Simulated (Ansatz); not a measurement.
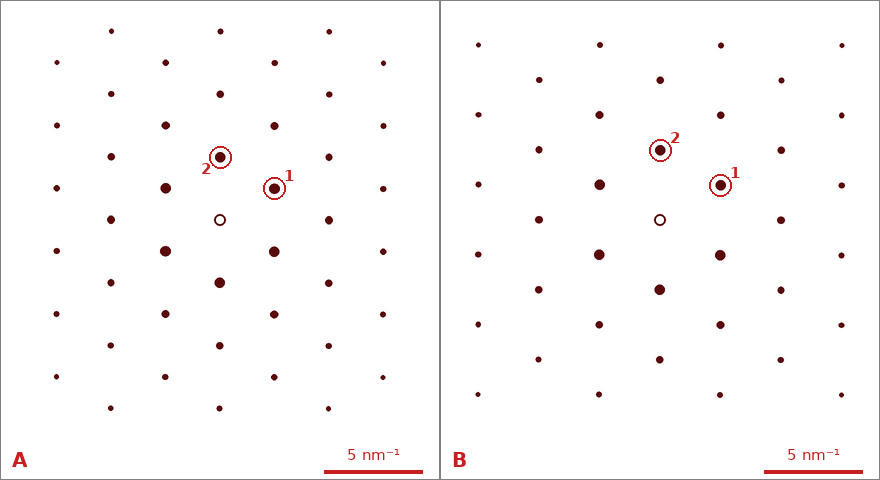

Kinematic electron diffraction patterns (120 kV, B = 0.5 Å², same scale) along [111] of the run's own cell, for the start and the end of one relaxation of Cs2Si with DFT PBE, scalar-relativistic, plane waves, PAW (Ansatz). k mesh 12×12×12. The start is a generated model structure, and the relaxation ends in the nearest stationary point of its symmetry, not necessarily the ground state. Spot 1 is -1 0 1 and spot 2 is 0 -1 1 in both.

Start structure:

```
CELL_PARAMETERS angstrom
2.79160 1.61173 7.37846
-2.79160 1.61173 7.37846
0.00000 -3.22347 7.37846
ATOMIC_POSITIONS crystal
Cs 0.74587 0.74587 0.74587
Cs 0.25413 0.25413 0.25413
Si 0.00000 0.00000 0.00000
```

Which pattern belongs to the start structure, and which to the relaxed one?

B is the start: its cell gives d(1) = 2.792 Å, d(2) = 2.792 Å and an angle of 60.0°. A is the relaxed structure, with d(1) = 3.105 Å (+11.2 %), d(2) = 3.105 Å (+11.2 %) and 60.0°.

What did the relaxation do to the structure and the energy?

The volume changed by -14.4 % to 56.87 Å³ an atom; with the mean shift removed, the atoms moved by up to 0.07 Å relative to the cell (Cs most); the space group stayed R-3m (No. 166); the free energy fell by 69 meV an atom. Relaxed cell: a = 6.241 Å, b = 6.241 Å, c = 6.241 Å, α = 59.68°, β = 59.68°, γ = 59.68°.
